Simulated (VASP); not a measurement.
Band structure of Ge (diamond). Method: revPBE GGA, VASP's PBE PAW potentials (set 64) (plane waves; VASP).

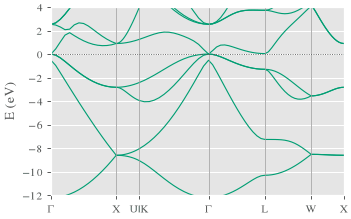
Figure: Bands along high-symmetry lines, zero at the valence-band maximum or, without a gap, the Fermi level

Question: Read the plot: is there a gap, and where are the band edges?

Answer: It has no gap at this level: it comes out as a metal or semimetal. (Edges off the drawn lines would not show.)

Measured: gap 0.79 eV (computed value off by -0.79 eV), as given by Anna Miglio et al., npj Computational Materials (2020), arXiv:2011.12765 [measured zero-point renormalisation of 52 meV added back].

The compound is Ge in the diamond structure. It was relaxed first, which changed the volume by +7 %.
